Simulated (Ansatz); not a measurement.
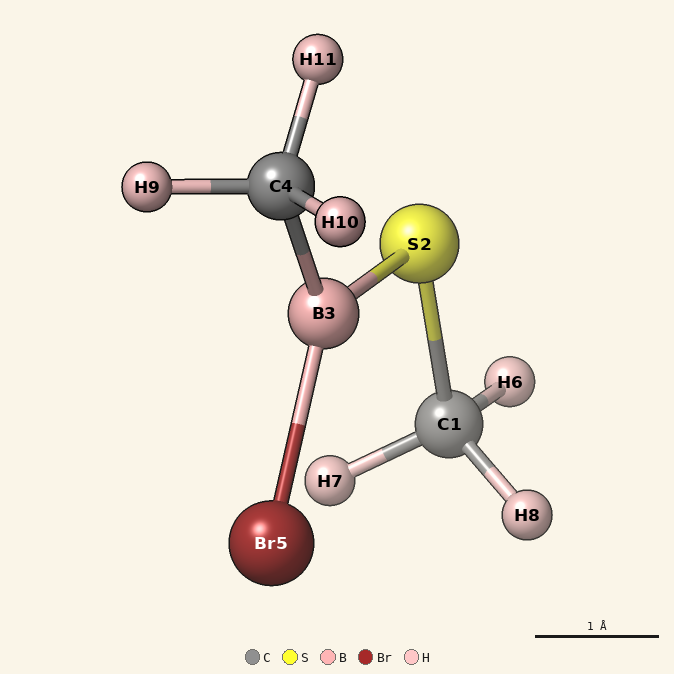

Orthographic view. Distant atoms are faded towards the background colour. The geometry was computed by an optimisation with PBE-D4/def2-SVP. No frequency run is at hand to confirm it as a minimum.

Write the connection table.

C1: S2, H6, H7, H8
S2: C1, B3
B3: S2, C4, Br5
C4: B3, H9, H10, H11
Br5: B3
H6: C1
H7: C1
H8: C1
H9: C4
H10: C4
H11: C4
